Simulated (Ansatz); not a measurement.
**Fields on a plane of ZnS (space group R3m)**

```yaml
crystal:
  lattice:
    - [1.87086, 1.08014, 12.25897]
    - [-1.87086, 1.08014, 12.25897]
    - [0.00000, -2.16029, 12.25897]
  atoms:
    - { symbol: Zn, position: [0.41668, 0.41668, 0.41668] }
    - { symbol: Zn, position: [0.00017, 0.00017, 0.00017] }
    - { symbol: Zn, position: [0.58349, 0.58349, 0.58349] }
    - { symbol: Zn, position: [0.83333, 0.83333, 0.83333] }
    - { symbol: S, position: [0.64594, 0.64594, 0.64594] }
    - { symbol: S, position: [0.89579, 0.89579, 0.89579] }
    - { symbol: S, position: [0.47901, 0.47901, 0.47901] }
    - { symbol: S, position: [0.06249, 0.06249, 0.06249] }
```

The slice is a (0001) plane (indices of the conventional cell) through the point (0.479, 0.479, 0.479) (fractional), spanned by u = [1 0 -1] and v = [-1 2 -1] in vectors of this cell: u (3.74 Å) and v (6.48 Å, at 90° to u). It covers one period; positions are fractions (u, v).

Atoms on it: S at (0.00, 0.00); S at (0.50, 0.50). Other atoms lie within 1 Å of the plane.

All values below come from LDA (plane waves to 420 eV, PAW, scalar-relativistic; Ansatz, a first-principles code). k mesh 10×10×10. These are valence fields of a PAW run, semicore shells included where kept as valence: close to a nucleus they are smooth pseudo fields. This is one of several known forms of ZnS; the measured ambient cells at hand have space group No. 186 or 216. ZnS was relaxed with its symmetry unable to fall.

```
|xxxx8899885511001155889988xx|
|8888998877331100113377889988|
|9999997755220000002255779999|
|8888775522000000000022557788|
|3333332211000000000011223333|
|2211111111111111111111111111|
|1122111122334455443322111122|
|1111112244778888887744221111|
|1122223377999999999977332222|
|1111226699998877889999662211|
|111144889999xxxxxx9999884411|
|112255889977xxxxxx7799885522|
|001155889988xxxxxx8899885511|
|0011337788998888889988773311|
|0000225577999999999977552200|
|0000002255778888887755220000|
|0000001122333333333322110000|
|1111111111111122111111111111|
|5544332211112211221111223344|
|8888774422111111111122447788|
|9999997733222211222233779999|
|7788999966221111112266999988|
|xxxx9999884411111144889999xx|
|xxxx7799885522112255889977xx|
```
Scale: ten equal steps from 0.02 (start of '0') to 0.88 (end of '9'), in the order '0123456789'. Values: electron localisation function (ELF). The map has 14 points along u (two characters each, u = 0 at the left) and 24 along v (v = 0 in the bottom row). Points within 0.5 Å of a nucleus are blanked (x), as the pseudised field means little there.

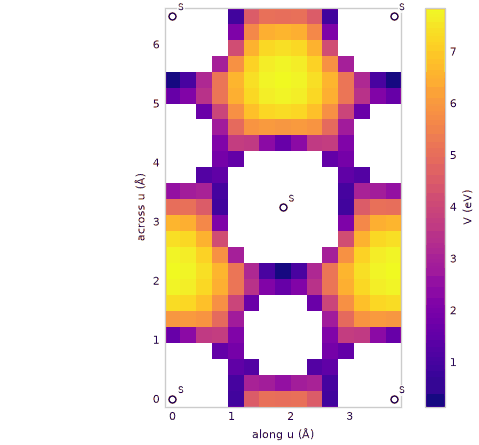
Electrostatic potential energy of an electron, from the cell's mean, in eV, one period of the plane, atoms marked. Points within 1 Å of a nucleus are left white, as the pseudised field means little there. The zero, the cell's mean, hangs on the PAW cores.
